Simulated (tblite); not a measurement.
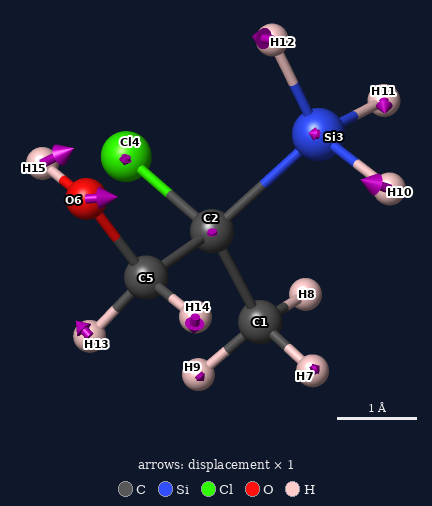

This is a relaxation of C3H9ClOSi. The starting structure is drawn; purple arrows show the displacements, at their true length. The two geometries are superimposed by the best rigid fit.

Style: ball-and-stick. Shown at a tilt.

Method: tblite, GFN2-xTB geometry optimisation, gas phase. 

### Describe the change and its energy.

H15 moves most after the best rigid fit: 0.54 Å. By element the largest moves are H 0.54 Å, O 0.42 Å, Si 0.14 Å, Cl 0.13 Å, C 0.09 Å. Near-neighbour distances that change, for instance: Si3–H10 1.486 → 1.460 Å, C2–C5 1.544 → 1.520 Å, C5–O6 1.428 → 1.404 Å, Si3–H12 1.477 → 1.457 Å. Bond angles that change, for instance: Si3–C2–C5 112.9° → 108.4°, O6–C5–H13 106.9° → 111.2°, C2–Si3–H11 109.4° → 105.4°. Over 94 geometry steps the energy falls by 13.1 kJ/mol. The run took 0.61 s on 1 thread of Arm Neoverse V1 (shared host).
